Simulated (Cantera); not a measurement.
A closed system holds: 1 mol Al2O3, 0.01 mol H2, held at 0.133 bar.

Cantera equilibrium calculation (NASA polynomials, part measured and part estimated; ideal gas, pure solids and liquids). Candidate condensed phases: Al, Al2O3, H2O; 19 gas species. The tables' values for AlOH are old estimates; treat these amounts as uncertain. The numbers say what is thermodynamically allowed, not how fast it happens.

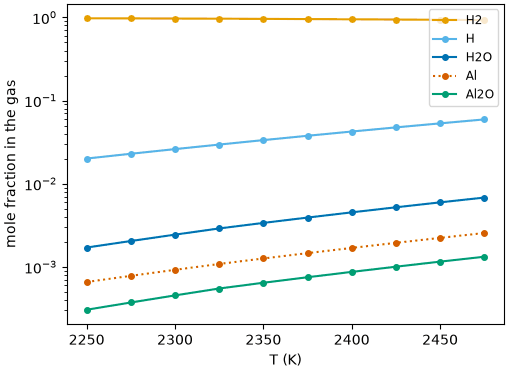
Figure: Equilibrium gas composition (values under 1e-9 drawn at 1e-9)

From 2250 K to 2325 K the condensed part is Al2O3(s). From 2350 K to 2475 K the condensed part is Al2O3(l). The main Al-bearing gas is Al at 2250 K and Al2O at 2475 K.
